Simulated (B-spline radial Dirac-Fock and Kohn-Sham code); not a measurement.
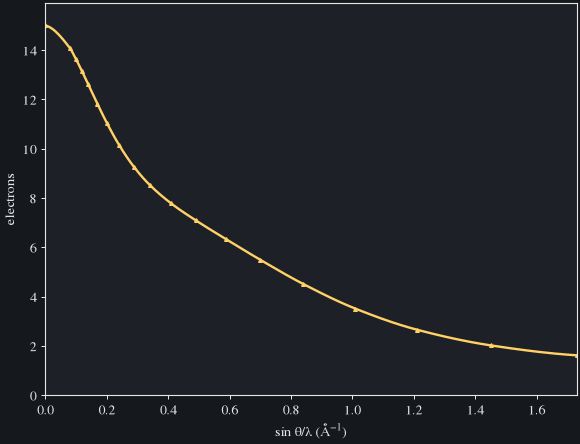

The X-ray form factor f against sin θ/λ. The figure is for S⁺ in the configuration [Ne] 3s2 3p3. The calculation used the spherical Dirac–Fock density (average of configuration) (a B-spline radial code).

Question: How many electrons does the species have?

Answer: 15, the value of f at zero angle.

Question: Where has f fallen to half its forward value?

Answer: Near sin θ/λ = 0.44 Å⁻¹.

Question: What is f at sin θ/λ = 1.01 Å⁻¹?

Answer: 3.51 electrons.
